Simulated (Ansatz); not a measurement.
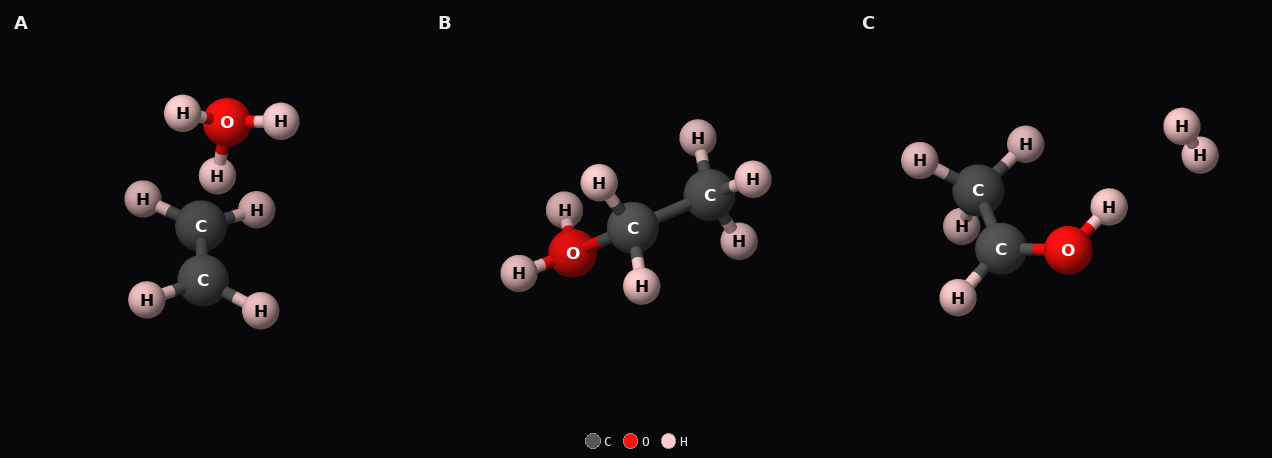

3 stationary structures of one formula. Charge +1, singlet. Geometries: PBE0-D4/def2-TZVP. Electronic energies: RHF-CCSD(T) (frozen core)/def2-TZVPP (Ansatz 0.2.0), without zero-point energy. No frequency run is at hand to confirm each as a minimum. Each is one conformer, not always the lowest.

> Rank them by energy, lowest first.

B is lowest; A lies 15.0 kcal/mol above it, C lies 22.1 kcal/mol above it.
